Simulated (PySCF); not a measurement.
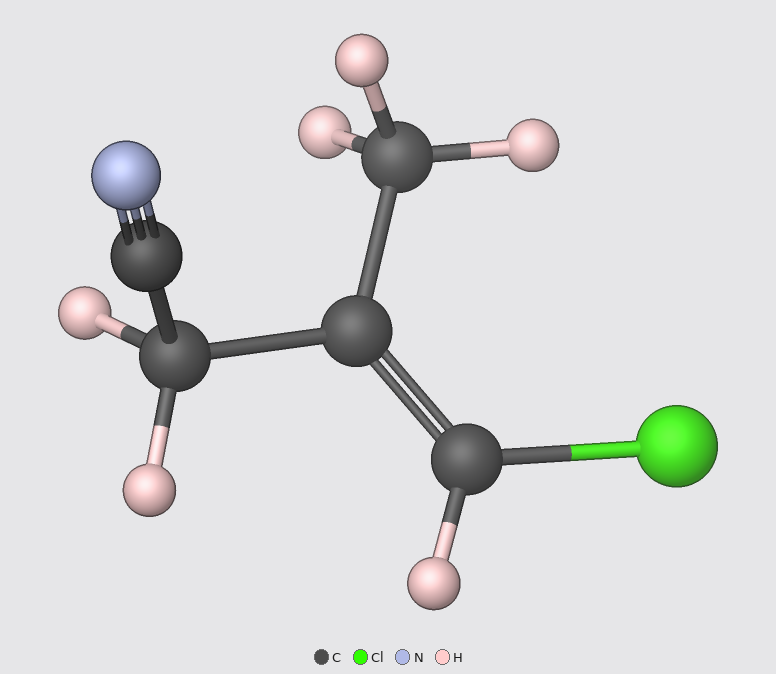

A ball-and-stick model of a molecule.

The geometry was computed by an optimisation with GFN2-xTB. No frequency run is at hand to confirm it as a minimum.

Give the formula.

C₅H₆ClN, 13 atoms: 5 carbon, 6 hydrogen, 1 chlorine and 1 nitrogen.

Give a SMILES string for it.

C/C(=C\Cl)CC#N

Describe its rings.

It has no ring.

Name functional groups in it.

Among them: nitrile, alkene, C–Cl bond.

Give the symmetry (Schoenflies symbol).

C1.

The parts below concern this one geometry. Atoms keep their numbers from picture to picture.

## Geometry

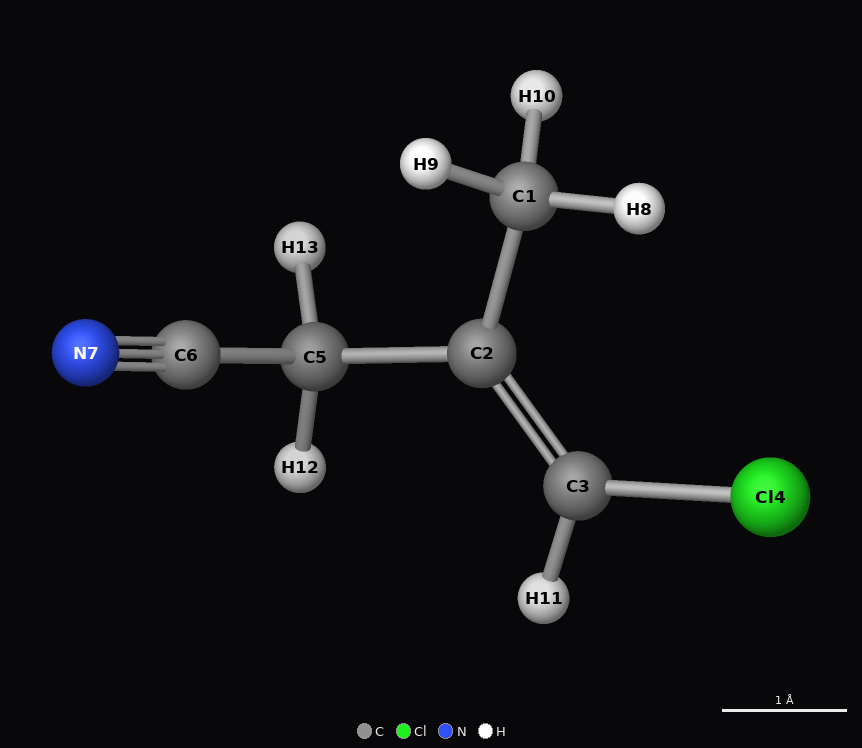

Atoms carry their numbers in the input. No frequency run is at hand to confirm it as a minimum.

What is the geometry at C5?

C5 has 4 neighbours (C2 at 1.51, C6 at 1.44, H12 at 1.09, H13 at 1.09 Å); the arrangement is tetrahedral.

How are the neighbours of atom 6 arranged?

C6 has 2 neighbours (C5 at 1.44, N7 at 1.14 Å); the arrangement is linear.

Describe the coordination of atom 3.

C3 has 3 neighbours (C2 at 1.33, Cl4 at 1.72, H11 at 1.08 Å); the arrangement is trigonal planar.

How are the neighbours of atom 2 arranged?

C2 has 3 neighbours (C1 at 1.49, C3 at 1.33, C5 at 1.51 Å); the arrangement is trigonal planar.

What is the dihedral angle C3–C2–C5–C6?

111° in size, that is anticlinal.

## Electronic properties

No frequency run is at hand to confirm it as a minimum. Method: PBE0/def2-SVPD, gas phase (PySCF 2.14.0). Excitations: vertical, linear response.

Computed properties:

- dipole moment: 3.37 D
- HOMO energy (Kohn–Sham orbital): −7.62 eV
- LUMO energy (Kohn–Sham orbital): −0.59 eV
- HOMO–LUMO gap: 7.03 eV
- mean static polarisability: 77.4 bohr³
- lowest vertical singlet excitation: 6.44 eV
- its oscillator strength: 0.248

## NMR shielding

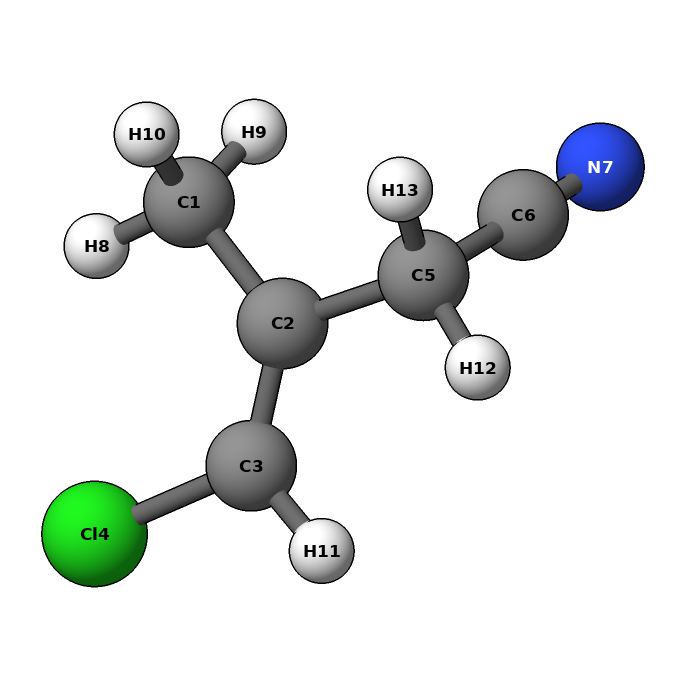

No frequency run is at hand to confirm it as a minimum. Level of theory: GIAO PBE0/pcSseg-1 NMR shielding, non-relativistic, gas phase (PySCF 2.14.0). Principal shieldings σ11 ≤ σ22 ≤ σ33, span Ω = σ33 − σ11, skew κ = 3(σiso − σ22)/Ω.

Give the shielding tensors of the Cl atoms.

```json
{"atom": "Cl4", "σ11": "534.7", "σ22": "775.0", "σ33": "944.0", "σiso": "751.3", "Ω": "409.3", "κ": "−0.17"}
```

Shieldings and span in ppm.

## Charges

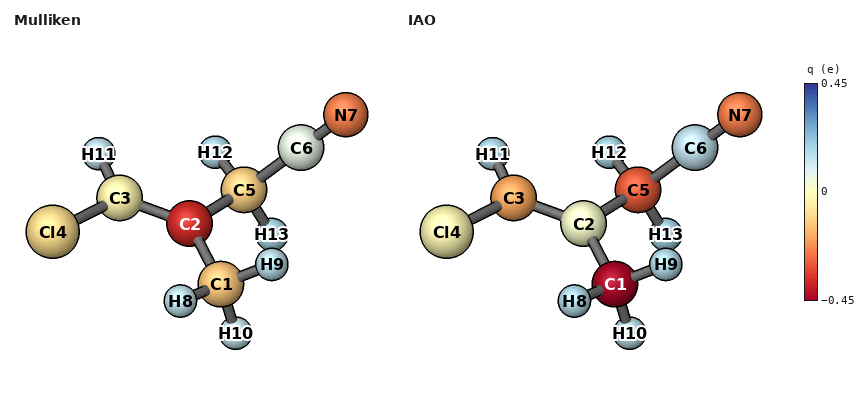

Atomic charges of one calculation by 2 schemes, on one colour scale. No frequency run is at hand to confirm it as a minimum. Level of theory: PBE0/pcSseg-1 (PySCF 2.14.0).

Which scheme gives the most polar picture (largest mean size of the charges)?

The IAO charges are the largest in size here.

On which atom do the schemes disagree most?

On C2 (from −0.37 to 0.02 e).

List the charges (e), one line for each set of equivalent atoms.

```
atom  Mulliken    IAO
  C1     −0.13  −0.43
  C2     −0.37   0.02
  C3     −0.03  −0.19
 Cl4     −0.09  −0.02
  C5     −0.11  −0.29
  C6      0.06   0.14
  N7     −0.24  −0.24
  H8      0.14   0.16
  H9      0.15   0.16
 H10      0.13   0.16
 H11      0.14   0.17
 H12      0.17   0.18
 H13      0.18   0.18
```

Mulliken values depend strongly on the basis set and can even reverse the polarity of a bond.
